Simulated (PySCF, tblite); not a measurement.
# C6H12FO radical: geometry, infrared bands and EPR parameters

What infrared bands and EPR parameters should C6H12FO radical (`CC(C)([CH]O)CCF`) show?

Programs: tblite 0.8.0 and PySCF 2.14.0, with density-fitted response routines of our own. Each step states its level of theory. These are calculated values for one molecule in the gas phase, unless marked as measured. Atoms are numbered from 0 throughout.

## 1. The molecule as given

20 atoms, charge 0, multiplicity 2; geometry from: force field or distance geometry start.

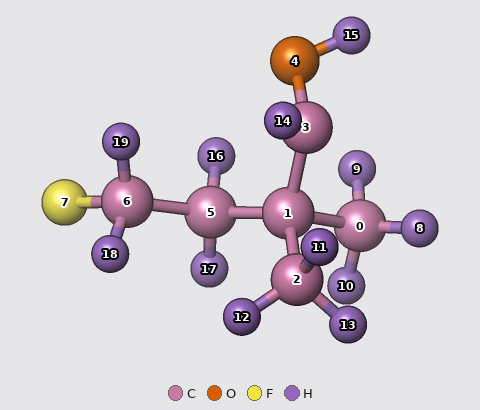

As it starts; carbon pink, oxygen orange, fluorine yellow, hydrogen purple, atoms numbered.

## 2. Relaxing the molecule with GFN2-xTB

The job: settings as JSON, then the geometry in Å.

```
{"job": {"kind": "relax", "xc": "GFN2-xTB", "basis": "xTB"}, "charge": 0, "multiplicity": 2}
C     -1.162000     0.068100     1.383100
C     -0.332300    -0.240000     0.127900
C     -0.306500    -1.703700    -0.034000
C     -1.128600     0.373400    -1.007400
O     -1.148400     1.735200    -0.999500
C      0.944400     0.462500     0.352300
C      2.007800     0.365700    -0.687900
F      3.100100     1.112300    -0.242200
H     -2.124200    -0.472200     1.256100
H     -1.286900     1.175700     1.381100
H     -0.571300    -0.302200     2.242700
H     -0.958600    -1.949400    -0.933100
H      0.649200    -2.190300    -0.190900
H     -0.790900    -2.209000     0.820700
H     -0.987300    -0.114500    -1.963800
H     -2.079500     2.024600    -0.792100
H      0.700100     1.566400     0.431800
H      1.355000     0.192900     1.355200
H      2.404800    -0.652400    -0.837300
H      1.709800     0.767400    -1.665600
```

The run is started by

```bash
$ OMP_NUM_THREADS=1 python probes_run.py task.json out
```

The driver reads the jobs from task.json and runs them one after another.

**Question.** This job is followed by: GFN2-xTB harmonic vibrations, gas phase; UKS B3LYP, pcH-1 on C F H O, non-relativistic, mean-field spin-orbit, GIAO. What will the session give for the following? strongest single infrared mode (GFN2-xTB); zero-point energy (GFN2-xTB); g(iso) (B3LYP); ⟨S²⟩; largest a(iso) (averaged by class); surface potential, least and greatest.

**Answer**, as computed:

| quantity | value |
| --- | --- |
| strongest single infrared mode (GFN2-xTB) | 434 cm⁻¹, 141 km/mol |
| zero-point energy (GFN2-xTB) | 105.3 kcal/mol |
| g(iso) (B3LYP) | 2.00319 |
| ⟨S²⟩ | 0.754 (exact 0.75) |
| largest a(iso) (averaged by class) | 13C on C3, 113.2 MHz |
| surface potential, least and greatest | -1.24 V and 2.30 V |

What this shows: The optimisation took 147 steps and gained 0.978 eV; among the close pairs (by a distance rule), C1–C5 changed most, from 1.474 to 1.554 Å. All 54 modes are real, so the xTB geometry is a minimum. The strongest single mode, at 434 cm⁻¹, moves mainly H15 and H14. Unscaled tight-binding wavenumbers are off by several per cent, some by more. Its intensities can rank the bands wrongly. C3 carries the largest spin population, 0.90 e. The isotropic g lies 0.9 ppt above the free-electron value.
